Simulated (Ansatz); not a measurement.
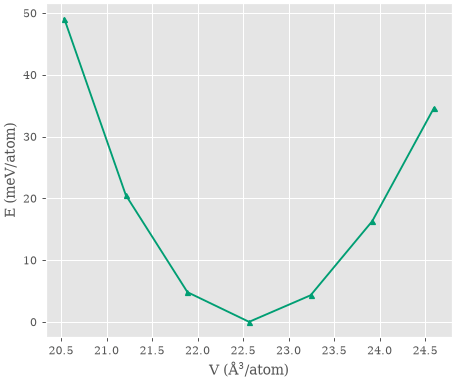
InAs (rock salt, space group No. 225) under volume change, PBEsol in the plane-wave PAW code Ansatz, scaled uniformly.

Question: What does a third-order Birch–Murnaghan fit give for V₀, B₀ and B′?

Answer: V₀ = 22.57 Å³/atom, B₀ = 71.7 GPa, B′ = 4.8.

Space group Fm-3m (rock salt). The first step of the workflow began from a Materials Project structure, measured or hypothetical; the Crystallography Open Database copy checked does not list it. It is not the phase usual at ambient conditions (space group No. 216). The cell was relaxed with PBEsol under the symmetry of its start; of distortions, only those at the zone centre were tested.

Potentials: the later of the program's two PAW sets.
